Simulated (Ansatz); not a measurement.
**Ru2Rh: one candidate of a structure search**

Where does this trial cell of Ru2Rh go when cell and atoms are let free, and does the end survive a random kick?

Method: DFT PBE, scalar-relativistic, plane waves, PAW, in Ansatz 0.2.0.

### Step 1. The system as given

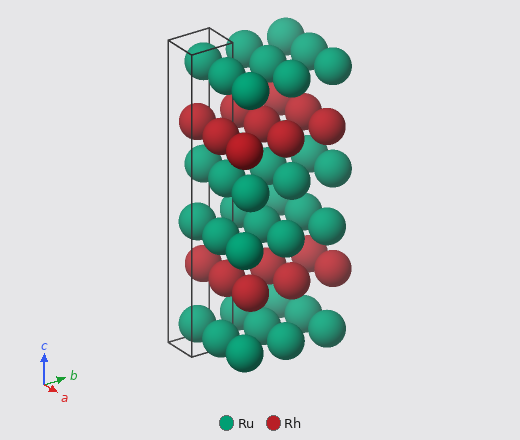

The starting structure, seen slightly off an axis (ruthenium teal, rhodium red). 3×3×1 cells are drawn.

Structure file:

```xyz
6
Lattice="2.7241 0.0000 0.0000 -1.3621 2.3592 0.0000 0.0000 0.0000 12.9443" Properties=species:S:1:pos:R:3 pbc="T T T"
Ru    0.0000    1.5728    7.5160
Ru    1.3621    0.7864    1.0438
Ru    0.0000    1.5728   11.9005
Ru    1.3621    0.7864    5.4283
Rh    0.0000    1.5728    3.2361
Rh    1.3621    0.7864    9.7082
```

The start is the relaxed end of an invented cell (made as: species swapped into a database cell of WS2 (P6_3/mmc, No. 194)), taken up again for a closer look.

### Step 2. Probe: one point on a coarse mesh

Contents of input.yaml:

```yaml
crystal:
  lattice:
    - [2.7241359, 0.0, 0.0]
    - [-1.362068, 2.3591709, 0.0]
    - [0.0, 0.0, 12.9442816]
  atoms:
    - { symbol: Ru, position: [0.3333333, 0.6666667, 0.58064] }
    - { symbol: Ru, position: [0.6666667, 0.3333333, 0.08064] }
    - { symbol: Ru, position: [0.3333333, 0.6666667, 0.91936] }
    - { symbol: Ru, position: [0.6666667, 0.3333333, 0.41936] }
    - { symbol: Rh, position: [0.3333333, 0.6666667, 0.25] }
    - { symbol: Rh, position: [0.6666667, 0.3333333, 0.75] }
basis:
  ecutwfc: 420
kpoints:
  mp_grid: { grid: [6, 6, 2] }
hamiltonian:
  xc: pbe
scf:
  occupations: { method: gaussian, width: 0.1 }
  lower_state_search: "off"
output:
  forces: true
  stress: true
  eigenvalues: true
```

Command:

```sh
ansatz run input.yaml --threads 4 --pin off --max-ram 8192MiB --backend cpu --events-out ev --progress --plain --runs-dir out
```

What it wrote (excerpt; [...] marks lines left out):

```text
[...]
SCF converged after 7 iterations
Free energy (F): -36320.339852 eV
[...]
E sigma→0 (E₀):  -36320.304894 eV
Entropy (-TS):   -0.069915 eV (-11.652 meV/atom)
Fermi energy:    22.839710 eV
[...]
--- Forces (eV/Å), atoms counted from 1 ---
  atom   1  Ru     0.00000000     0.00000000    -0.03776779
  atom   2  Ru    -0.00000000    -0.00000000    -0.03776779
  atom   3  Ru     0.00000000     0.00000000     0.03776779
  atom   4  Ru    -0.00000000    -0.00000000     0.03776779
  atom   5  Rh     0.00000000     0.00000000    -0.00000000
  atom   6  Rh    -0.00000000    -0.00000000     0.00000000
[...]
--- Stress (GPa, compression-positive) ---
        3.464210       0.000000      -0.000000
        0.000000       3.464210      -0.000000
       -0.000000      -0.000000      -4.305089
  P = ⅓ Tr σ = 0.8744 GPa (8.744 kbar)
--- Band table (eV; the first three rows and the last of 14) ---
[...]
```

It took 0.52 s on 4 threads of AMD EPYC 9R45 (Zen 5), shared host; peak memory 0.51 GiB.

The probe gives pressure 0.9 GPa, largest force 0.04 eV/Å, gap on this mesh none (metal). The relaxation goes to the converged mesh at once.

### Step 3. Spin check on a coarse mesh

Contents of input.yaml:

```yaml
crystal:
  lattice:
    - [2.7241359, 0.0, 0.0]
    - [-1.362068, 2.3591709, 0.0]
    - [0.0, 0.0, 12.9442816]
  atoms:
    - { symbol: Ru, position: [0.3333333, 0.6666667, 0.58064], spin: 1.0 }
    - { symbol: Ru, position: [0.6666667, 0.3333333, 0.08064], spin: 1.0 }
    - { symbol: Ru, position: [0.3333333, 0.6666667, 0.91936], spin: 1.0 }
    - { symbol: Ru, position: [0.6666667, 0.3333333, 0.41936], spin: 1.0 }
    - { symbol: Rh, position: [0.3333333, 0.6666667, 0.25], spin: 1.0 }
    - { symbol: Rh, position: [0.6666667, 0.3333333, 0.75], spin: 1.0 }
basis:
  ecutwfc: 420
kpoints:
  mp_grid: { grid: [6, 6, 2] }
hamiltonian:
  xc: pbe
scf:
  occupations: { method: gaussian, width: 0.1 }
  lower_state_search: "off"
output:
  forces: true
  stress: true
  eigenvalues: true
  populations: true
magnetization:
  spin_polarized: true
```

Command:

```sh
ansatz run input.yaml --threads 4 --pin off --max-ram 8192MiB --backend cpu --events-out ev --progress --plain --runs-dir out
```

What it wrote (excerpt; [...] marks lines left out):

```text
[...]
SCF converged after 18 iterations
Magnetization: -0.0001 μB (48.9999 up, 49.0001 down)
Absolute magnetization: 0.0001 μB (∫|ρ↑−ρ↓|, with the PAW one-centre terms)
Spin contamination: 0.0000 ħ² per cell (⟨S²⟩ above its minimum at these occupations)
Per-site moments (μB) at R_I (Å): [(-2.138383061894098e-5, 1.0781914340655436), (-2.1383830619392608e-5, 1.0781914340655439), (-2.1383830618941864e-5, 1.0781914340655439), (-2.138383061935313e-5, 1.0781914340655436), (-1.3581820644783063e-5, 1.1129530177512035), (-1.3581820645126331e-5, [...]
Free energy (F): -36320.339852 eV
[...]
E sigma→0 (E₀):  -36320.304894 eV
Entropy (-TS):   -0.069914 eV (-11.652 meV/atom)
Fermi energy:    22.839697 eV
[...]
--- Forces (eV/Å), atoms counted from 1 ---
  atom   1  Ru     0.00000000     0.00000000    -0.03778916
  atom   2  Ru    -0.00000000    -0.00000000    -0.03778916
  atom   3  Ru     0.00000000     0.00000000     0.03778916
  atom   4  Ru    -0.00000000    -0.00000000     0.03778916
  atom   5  Rh     0.00000000     0.00000000     0.00000000
  atom   6  Rh    -0.00000000    -0.00000000    -0.00000000
[...]
--- Stress (GPa, compression-positive) ---
        3.464199       0.000000       0.000000
       -0.000000       3.464199       0.000000
        0.000000       0.000000      -4.305312
  P = ⅓ Tr σ = 0.8744 GPa (8.744 kbar)
--- Band table (eV; the first three rows and the last of 28) ---
[...]
--- Löwdin populations: 6 sites ---
  site symbol       q [e]    m [muB]
     0     Ru     15.9074    -0.0000
     1     Ru     15.9074    -0.0000
     2     Ru     15.9074    -0.0000
     3     Ru     15.9074    -0.0000
     4     Rh     16.9094    -0.0000
     5     Rh     16.9094    -0.0000
  spilling = 0.005626 (of n_electrons = 98.000000)
```

Run time: 1.8 s. Hardware: 4 threads of AMD EPYC 9R45 (Zen 5), shared host; peak memory 0.55 GiB.

Site by site:

```csv
atom,Löwdin electrons
Ru1,15.91
Ru2,15.91
Ru3,15.91
Ru4,15.91
Rh5,16.91
Rh6,16.91
```

The Löwdin counts miss 0.55 of the 98 electrons, which the atomic orbitals do not span, so they are no charges.

The same cell is solved with trial moments on Rh and Ru. The largest site moment that stays is 0.00 μB and the cell's total 0.00 μB. The workflow keeps spin only above 0.25 μB on a site, so the next run goes without spin.

### Step 4. Full relaxation

Contents of input.yaml:

```yaml
crystal:
  lattice:
    - [2.7241359, 0.0, 0.0]
    - [-1.362068, 2.3591709, 0.0]
    - [0.0, 0.0, 12.9442816]
  atoms:
    - { symbol: Ru, position: [0.3333333, 0.6666667, 0.58064] }
    - { symbol: Ru, position: [0.6666667, 0.3333333, 0.08064] }
    - { symbol: Ru, position: [0.3333333, 0.6666667, 0.91936] }
    - { symbol: Ru, position: [0.6666667, 0.3333333, 0.41936] }
    - { symbol: Rh, position: [0.3333333, 0.6666667, 0.25] }
    - { symbol: Rh, position: [0.6666667, 0.3333333, 0.75] }
basis:
  ecutwfc: 420
kpoints:
  mp_grid: { grid: [18, 18, 4] }
hamiltonian:
  xc: pbe
scf:
  occupations: { method: gaussian, width: 0.1 }
output:
  forces: true
  stress: true
  eigenvalues: true
relax:
  adjacent_minimum: "off"
  f_tol: 0.01
  max_steps: 80
  cell: { stress_tol: 0.05 }
```

Command:

```sh
ansatz run input.yaml --threads 4 --pin off --max-ram 8192MiB --backend cpu --events-out ev --progress --plain --runs-dir out
```

What it wrote (excerpt; [...] marks lines left out):

```text
Warning: RAYON_NUM_THREADS=4 ignored (pool sized by the plan → 4); use --threads N
[...]
Pseudopotentials: kind: paw
Pseudopotential: Ru, paw, valence charge 16, recommended cutoff 420 eV (normal), Ru.paw.azcp
Pseudopotential: Rh, paw, valence charge 17, recommended cutoff 420 eV (normal), Rh.paw.azcp
Functional definition: PBE
[...]
Crystal: 6 atoms, lattice volume = 83.189 Å³
Basis set: ecut = 420 eV, 1645 PW (Γ), exchange–correlation on 40×40×180 points (8 copies of the dense FFT grid, shifted against one another)
Bands: 59, of which v1, the nominal top of the filled ones, is band 49 counted from 1 (48 counted from 0)
Symmetry: 24 space group operations
Space group: P63/mmc (ITA 194), of the structure as read, at distance tolerance 4.4e-5 Å
k-points: 111 of 1296
[...]
       -0.000000       0.000000      -0.002236
  P = ⅓ Tr σ = -0.0023 GPa (-0.023 kbar)
--- Band table (eV; the first three rows and the last of 111) ---
[...]
--- Relaxed structure (1 steps of the walk, 1 accepted, 1 SCFs on fresh bases) ---
  F+E_penalty+E_count = -36320.54789569 eV   max|allowed force component| = 9.793e-4 eV/Å   (the final SCF, on the basis selected at the relaxed cell)
  cell:  # Å, volume = 83.1890 Å³
    - [2.724135904179332, 2.886751349678427e-8, 0.0]
    - [-1.362067977089666, 2.3591708819468358, 0.0]
    - [0.0, 0.0, 12.9442816]
  atoms:
    - { symbol: Ru, position: [0.3333333333333333, 0.6666666666666667, 0.58064] }
    - { symbol: Ru, position: [0.6666666666666667, 0.3333333333333333, 0.08064] }
    - { symbol: Ru, position: [0.3333333333333333, 0.6666666666666667, 0.9193600000000001] }
    - { symbol: Ru, position: [0.6666666666666667, 0.3333333333333333, 0.41936000000000007] }
    - { symbol: Rh, position: [0.3333333333333333, 0.6666666666666667, 0.25000000000000006] }
    - { symbol: Rh, position: [0.6666666666666667, 0.3333333333333333, 0.7500000000000001] }
```

Run time: 5.8 s. Hardware: 4 threads of AMD EPYC 9R45 (Zen 5), shared host; peak memory 0.78 GiB.

The steps of the relaxation:

```
step  E - E(step 1) (eV/cell)  largest force component (eV/Å)  pressure (GPa)  volume (Å³)
   1                   0.0000                          0.0010            0.00        83.19
   2                   0.0000                          0.0010            0.00        83.19
```

Step 1 is the start. Step 2 repeats the geometry before it on a plane-wave basis chosen anew for that cell, so its energy need not be comparable with the rows above.

|  | before | after | change |
| --- | --- | --- | --- |
| a (Å) | 2.724 | 2.724 | 0.0 % |
| b (Å) | 2.724 | 2.724 | 0.0 % |
| c (Å) | 12.944 | 12.944 | 0.0 % |
| volume (Å³/atom) | 13.86 | 13.86 | 0.0 % |
| shortest distance (Å) | 2.614 | 2.614 | 0.0 % |
| space group (0.01 Å) | P6_3/mmc | P6_3/mmc | same |

Forces and stress were held to the start's 24 operations: a distortion of lower symmetry was not tested.

### Step 5. Changing settings: symmetry.detect false, occupations.method cold, occupations.width 0.2, n_extra_bands 16

Contents of input.yaml:

```yaml
crystal:
  lattice:
    - [2.7241359042, 2.89e-08, 0.0]
    - [-1.3620679771, 2.3591708819, 0.0]
    - [0.0, 0.0, 12.9442816]
  atoms:
    - { symbol: Ru, position: [0.3333333333, 0.6666666667, 0.58064] }
    - { symbol: Ru, position: [0.6666666667, 0.3333333333, 0.08064] }
    - { symbol: Ru, position: [0.3333333333, 0.6666666667, 0.91936] }
    - { symbol: Ru, position: [0.6666666667, 0.3333333333, 0.41936] }
    - { symbol: Rh, position: [0.3333333333, 0.6666666667, 0.25] }
    - { symbol: Rh, position: [0.6666666667, 0.3333333333, 0.75] }
  symmetry: { detect: false }
basis:
  ecutwfc: 420
kpoints:
  mp_grid: { grid: [18, 18, 4] }
hamiltonian:
  xc: pbe
scf:
  occupations: { method: cold, width: 0.2 }
  n_extra_bands: 16
output:
  forces: true
  eigenvalues: true
  stress: true
```

Command:

```sh
ansatz run input.yaml --threads 4 --pin off --max-ram 8192MiB --backend cpu --events-out ev --progress --plain --runs-dir out
```

What it wrote (excerpt; [...] marks lines left out):

```text
Warning: RAYON_NUM_THREADS=4 ignored (pool sized by the plan → 4); use --threads N
scf.n_extra_bands = 16 over 49 filled bands (N_el = 98.0): the run solves 65 bands
[...]
[... 4 set-up lines as earlier in the session ...]
[...]
Crystal: 6 atoms, lattice volume = 83.189 Å³
Basis set: ecut = 420 eV, 1645 PW (Γ), exchange–correlation on 40×40×180 points (8 copies of the dense FFT grid, shifted against one another)
Bands: 65, of which v1, the nominal top of the filled ones, is band 49 counted from 1 (48 counted from 0)
Symmetry: 1 space group operations
k-points: 652 of 1296 (time reversal used)
[...]
SCF converged after 7 iterations
Stability not checked: this state was not tested for a lower state beside it, because cold or Methfessel-Paxton smearing, or corrected tetrahedra, fill the levels in a way that the test cannot read (fill_not_monotonic; see scf.lower_state_search)
Free energy (F): -36320.537998 eV
[...]
E sigma→0 (E₀):  -36320.534934 eV
Entropy (-TS):   -0.009191 eV (-1.532 meV/atom)
Fermi energy:    22.790249 eV
[...]
--- Forces (eV/Å), atoms counted from 1 ---
  atom   1  Ru     0.00000003    -0.00000000    -0.02349426
  atom   2  Ru    -0.00000000     0.00000003    -0.02349429
  atom   3  Ru     0.00000002    -0.00000002     0.02349441
  atom   4  Ru    -0.00000001     0.00000003     0.02349419
  atom   5  Rh     0.00000001    -0.00000004     0.00000003
  atom   6  Rh    -0.00000003     0.00000003     0.00000002
[...]
--- Stress (GPa, compression-positive) ---
       -0.059339       0.000000      -0.000000
        0.000000      -0.059340      -0.000000
       -0.000000      -0.000000       0.006103
  P = ⅓ Tr σ = -0.0375 GPa (-0.375 kbar)
--- Band table (eV; the first three rows and the last of 652) ---
[...]
```

Run time: 22 s. Hardware: 4 threads of AMD EPYC 9R45 (Zen 5), shared host; peak memory 2.4 GiB.

```csv
run,ending,energy change,pressure (GPa),gap (eV),force (eV/Å),cycles,time
step 4,converged,0,0.0,0.00,0.00,-,5.8 s
variant,converged,-0.5 meV/atom (σ→0),0.0,0.00,0.02,7,22 s
```

Changing the use of symmetry, smearing and band count moves the energy by -0.5 meV/atom (σ→0 values), and the largest force goes from 0.00 to 0.02 eV/Å.

### Step 6. Reference for the kick test

Contents of input.yaml:

```yaml
crystal:
  lattice:
    - [2.7241359042, 2.89e-08, 0.0]
    - [-5.0e-08, 4.7183417928, 0.0]
    - [0.0, 0.0, 12.9442816]
  atoms:
    - { symbol: Ru, position: [1.0, 0.3333333333, 0.58064] }
    - { symbol: Ru, position: [0.5, 0.8333333333, 0.58064] }
    - { symbol: Ru, position: [0.5, 0.1666666667, 0.08064] }
    - { symbol: Ru, position: [0.0, 0.6666666667, 0.08064] }
    - { symbol: Ru, position: [1.0, 0.3333333333, 0.91936] }
    - { symbol: Ru, position: [0.5, 0.8333333333, 0.91936] }
    - { symbol: Ru, position: [0.5, 0.1666666667, 0.41936] }
    - { symbol: Ru, position: [0.0, 0.6666666667, 0.41936] }
    - { symbol: Rh, position: [1.0, 0.3333333333, 0.25] }
    - { symbol: Rh, position: [0.5, 0.8333333333, 0.25] }
    - { symbol: Rh, position: [0.5, 0.1666666667, 0.75] }
    - { symbol: Rh, position: [0.0, 0.6666666667, 0.75] }
basis:
  ecutwfc: 420
kpoints:
  mp_grid: { grid: [8, 6, 2] }
hamiltonian:
  xc: pbe
scf:
  occupations: { method: gaussian, width: 0.2 }
  lower_state_search: "off"
output:
  forces: true
  stress: true
  eigenvalues: true
```

Command:

```sh
ansatz run input.yaml --threads 4 --pin off --max-ram 8192MiB --backend cpu --events-out ev --progress --plain --runs-dir out
```

What it wrote (excerpt; [...] marks lines left out):

```text
[...]
SCF converged after 7 iterations
Free energy (F): -72641.233028 eV
[...]
E sigma→0 (E₀):  -72641.112682 eV
Entropy (-TS):   -0.240692 eV (-20.058 meV/atom)
Fermi energy:    22.783743 eV
[...]
--- Forces (eV/Å), atoms counted from 1 ---
  atom   1  Ru     0.00000000    -0.01353218    -0.00407320
  atom   2  Ru     0.00000000    -0.01353218    -0.00407320
  atom   3  Ru    -0.00000000     0.01353218    -0.00407320
  atom   4  Ru    -0.00000000     0.01353218    -0.00407320
  atom   5  Ru     0.00000000    -0.01353218     0.00407320
  atom   6  Ru     0.00000000    -0.01353218     0.00407320
  atom   7  Ru    -0.00000000     0.01353218     0.00407320
  atom   8  Ru    -0.00000000     0.01353218     0.00407320
[...]
--- Stress (GPa, compression-positive) ---
        0.106089      -0.000000       0.000000
       -0.000000       0.133976      -0.000000
        0.000000      -0.000000      -0.032416
  P = ⅓ Tr σ = 0.0692 GPa (0.692 kbar)
--- Band table (eV; the first three rows and the last of 40) ---
[...]
```

Wall time 3.4 s (4 threads of AMD EPYC 9R45 (Zen 5), shared host); peak memory 1.1 GiB.

The cell holds 12 atoms, 2 times the relaxed one.

(Part 1 of 2 ends here.)
